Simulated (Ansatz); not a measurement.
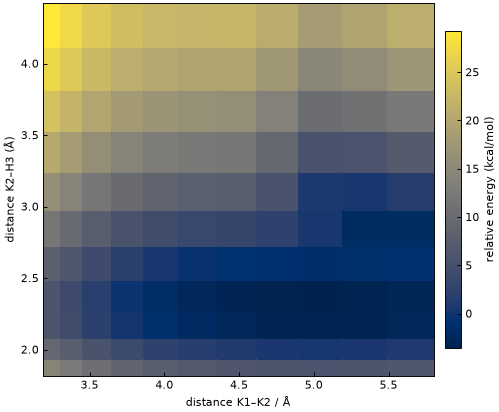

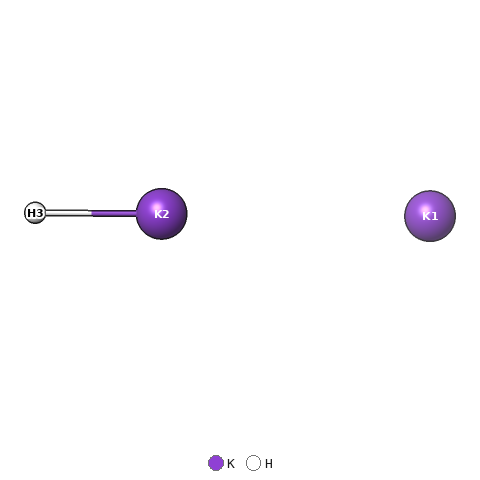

Energy landscape of the system K + KH, spin multiplicity 2. Coordinates scanned: (1) distance K1–K2; (2) distance K2–H3. Nothing is relaxed (the angle K1–K2–H3 is fixed at 180 degrees). Grid: 11 × 11 points. Energies are in kcal/mol, from K far from the relaxed KH (each part in its own basis). The D4 coefficients can switch as the alkali atoms part, which puts small steps into the map. Computed with UKS PBE0-D4/def2-TZVPD (Ansatz 0.2.0).

In the figure: one coloured cell a grid point. The second picture is the structure at the lowest point.

Summarise what can be read from the map.

Answer. The lowest grid point is at distance K1–K2 = 5.044 Å, distance K2–H3 = 2.374 Å, −3.6 kcal/mol from K far from the relaxed KH (each part in its own basis). The energy also falls towards the edge at distance K1–K2 = 5.648 Å, distance K2–H3 = 2.847 Å (1.7 kcal/mol above the lowest), where a further well may lie outside the range. The highest grid point, distance K1–K2 = 3.248 Å, distance K2–H3 = 4.272 Å, lies 32.9 kcal/mol above the lowest.

Grid values (kcal/mol):

| distance K2–H3 ↓, distance K1–K2 → | 3.248 | 3.368 | 3.544 | 3.750 | 3.977 | 4.223 | 4.483 | 4.758 | 5.044 | 5.341 | 5.648 |
| --- | --- | --- | --- | --- | --- | --- | --- | --- | --- | --- | --- |
| 4.272 | 29.3 | 27.3 | 25.1 | 23.5 | 22.5 | 22.3 | 22.4 | 20.9 | 18.3 | 19.4 | 21.1 |
| 3.965 | 27.1 | 25.1 | 22.8 | 21.1 | 20.0 | 19.7 | 19.6 | 17.7 | 14.7 | 15.6 | 17.2 |
| 3.668 | 24.1 | 22.1 | 19.8 | 18.0 | 16.9 | 16.4 | 16.2 | 13.8 | 10.3 | 11.0 | 12.4 |
| 3.382 | 20.5 | 18.4 | 16.1 | 14.3 | 13.0 | 12.4 | 12.0 | 9.4 | 5.3 | 5.8 | 7.0 |
| 3.107 | 16.2 | 14.2 | 11.9 | 10.0 | 8.6 | 7.9 | 7.5 | 5.6 | 0.7 | 0.4 | 1.4 |
| 2.847 | 11.9 | 9.9 | 7.5 | 5.6 | 4.2 | 3.4 | 3.0 | 2.4 | 0.5 | −1.9 | −1.9 |
| 2.601 | 8.2 | 6.3 | 4.0 | 2.0 | 0.6 | −0.3 | −0.7 | −1.1 | −1.3 | −1.3 | −1.0 |
| 2.374 | 5.8 | 3.9 | 1.7 | −0.2 | −1.6 | −2.5 | −3.0 | −3.4 | −3.6 | −3.3 | −2.9 |
| 2.168 | 6.0 | 4.1 | 2.0 | 0.1 | −1.2 | −2.1 | −2.6 | −3.1 | −3.3 | −3.0 | −2.6 |
| 1.992 | 9.4 | 7.6 | 5.5 | 3.7 | 2.4 | 1.5 | 1.0 | 0.6 | 0.4 | 0.6 | 1.0 |
| 1.872 | 14.4 | 12.7 | 10.7 | 8.9 | 7.7 | 6.8 | 6.3 | 5.9 | 5.6 | 5.9 | 6.2 |

Time for the 121 points that were run: 24 min on 1 thread of Arm Neoverse V2 (shared host).
